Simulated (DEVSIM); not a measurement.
System: Mo/SiO2/p-Ge capacitor, at 400 K.

| layer (left to right) | material | thickness (nm) | Na (cm⁻³) |
|---|---|---|---|
| 1 | SiO2 | 6.20 | - |
| 2 | Ge | 11000 | 1.4e15 |

Metal gate on the left, work function 4.6 eV. Fixed charge at the semiconductor interface 3.1e10 cm⁻² (in units of +e); no interface traps.

This is a model device: material constants are rounded textbook-type values typed into the input, and sizes, dopings and lifetimes were drawn at random. Values at 300 K; Nc and Nv go as T^1.5, mobilities as T to minus their exponent, the gap by Varshni's rule with the affinity fixed.

| parameter | SiO2 | Ge |
|---|---|---|
| gap (eV) | 9 | 0.664 |
| affinity (eV) | 0.9 | 4 |
| permittivity | 3.9 | 16 |
| Nc (cm⁻³) | - | 1.04e19 |
| Nv (cm⁻³) | - | 6e18 |
| Varshni α (eV/K) | - | 0.000477 |
| Varshni β (K) | - | 235 |

Model (solved in DEVSIM): 1D Poisson equation in equilibrium, Boltzmann statistics, complete ionisation; no quantum confinement or tunnelling. Metal contacts follow the ideal Schottky-Mott rule: no Fermi-level pinning, no interface dipoles.

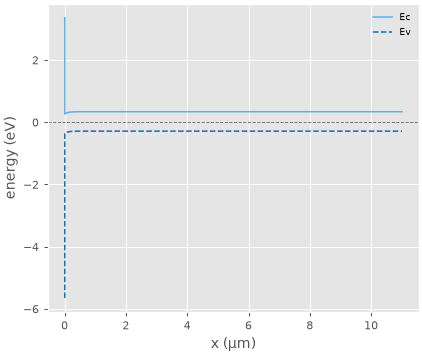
Figure: Band edges at 0.35 V on the gate

Energies count from the Fermi level of the right contact; mesh points crowd at the junctions.

```
x (μm)    Ec (eV)  Ev (eV)  n (cm⁻³)  p (cm⁻³)  field (V/cm)
--------  -------  -------  --------  --------  ------------
0.000       3.350   -5.650     < 1e2     < 1e2         19000
0.001367    3.353   -5.647     < 1e2     < 1e2         19000
0.003596    3.357   -5.643     < 1e2     < 1e2         19000
0.005427    3.360   -5.640     < 1e2     < 1e2         19000
0.007175    0.262   -0.362    7.9e15    2.6e14          7900
0.01019     0.265   -0.359    7.4e15    2.7e14          7600
0.01748     0.270   -0.354    6.4e15    3.2e14          7000
0.04444     0.286   -0.338    4.0e15    5.1e14          5200
0.1001      0.308   -0.316    2.1e15    9.6e14          2900
0.2346      0.330   -0.294    1.1e15    1.8e15           790
0.5407      0.337   -0.287    9.0e14    2.3e15            36
1.759       0.338   -0.286    8.9e14    2.3e15           ≈ 0
4.240       0.338   -0.286    8.9e14    2.3e15           ≈ 0
8.019       0.338   -0.286    8.9e14    2.3e15           ≈ 0
10.06       0.338   -0.286    8.9e14    2.3e15           ≈ 0
10.62       0.338   -0.286    8.9e14    2.3e15           ≈ 0
10.85       0.338   -0.286    8.9e14    2.3e15           ≈ 0
10.94       0.338   -0.286    8.9e14    2.3e15           ≈ 0
10.99       0.338   -0.286    8.9e14    2.3e15           ≈ 0
11.00       0.338   -0.286    8.9e14    2.3e15           ≈ 0
11.00       0.338   -0.286    8.9e14    2.3e15           ≈ 0
11.01       0.338   -0.286    8.9e14    2.3e15           ≈ 0
```
